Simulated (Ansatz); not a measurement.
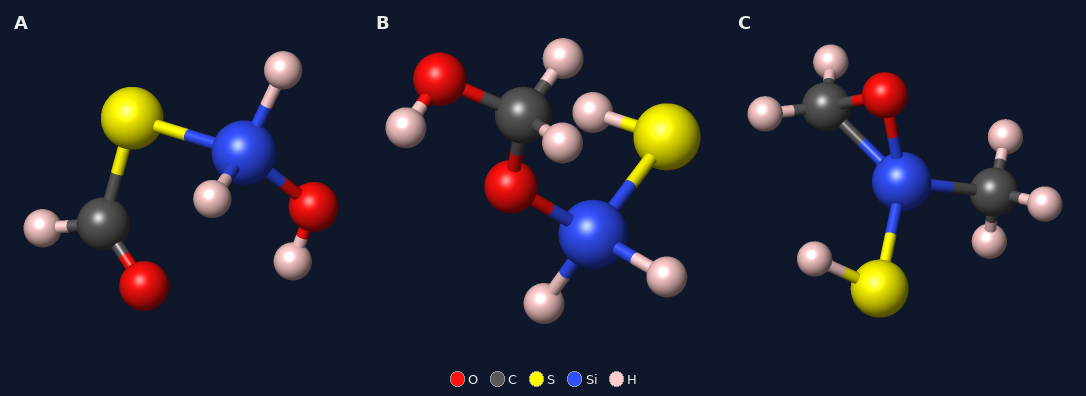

The picture comes from a calculation with Ansatz.

Match each picture to its SMILES.
(1) OCO[SiH2]S
(2) O=CS[SiH2]O
(3) C[Si@]1(S)CO1

A is (2), B is (1), C is (3).
